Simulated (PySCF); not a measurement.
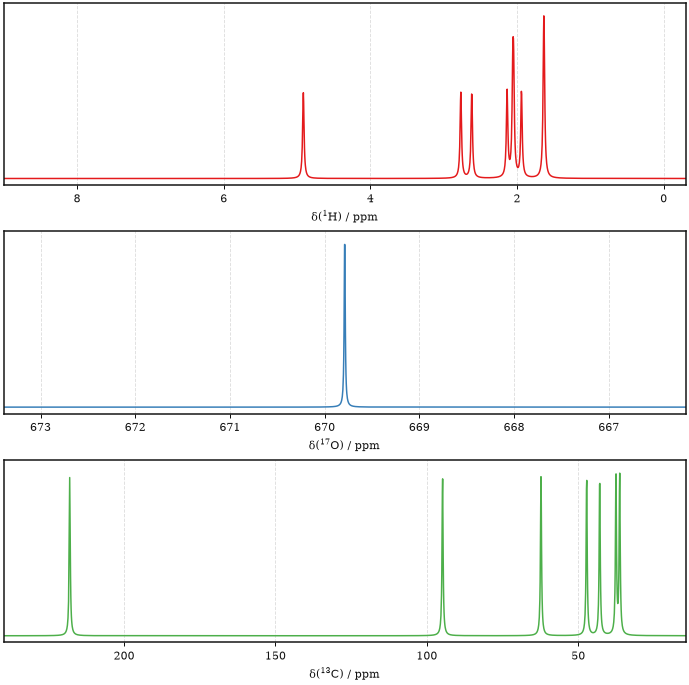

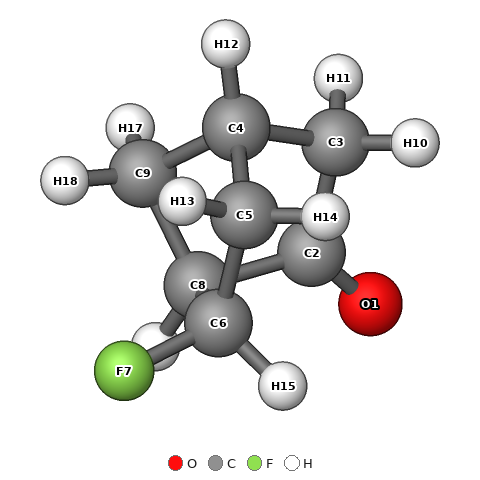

Spectrum and numbered structure of C₇H₉FO, SMILES O=C1C[C@@H]2C[C@@H](F)[C@H]1C2. GIAO shifts, PBE0/pcSseg-1 in PySCF, at a GFN2-xTB geometry (no frequency check), against TMS for ¹H, H₂O for ¹⁷O and TMS for ¹³C computed at the same level (¹⁷O: a single water molecule, while the usual scale starts at liquid water and gives values some tens of ppm lower). Gas phase, fully decoupled, line heights follow the number of nuclei, widths are arbitrary (no quadrupolar broadening); values of one conformer, averaged over methyl-type rotors and exact or near symmetry.

Question: Which atoms give which ¹H line?

Answer:
```
δ (ppm)  nuclei  atoms
   4.91       1    H15
   2.77       1    H16
   2.62       1    H12
   2.14       1    H13
   2.06       1    H11
   2.05       1    H18
   1.94       1    H14
   1.64       1    H10
   1.63       1    H17
```

The order of signals that lie close, as those under 0.08 ppm apart, is within the error of the method.

Question: Where does the ¹⁷O line lie?

Answer: At 669.8 ppm (O1).

Question: Assign the ¹³C signals to the numbered atoms.

Answer:
```tsv
δ (ppm)	nuclei	atoms
217.9	1	C2
94.8	1	C6
62.3	1	C8
47.2	1	C3
42.9	1	C5
37.5	1	C4
36.3	1	C9
```

The order of signals that lie close, as those under 2 ppm apart, is within the error of the method.

Known limits of this run: the tight-binding geometry is rougher than a DFT one and adds to the error.
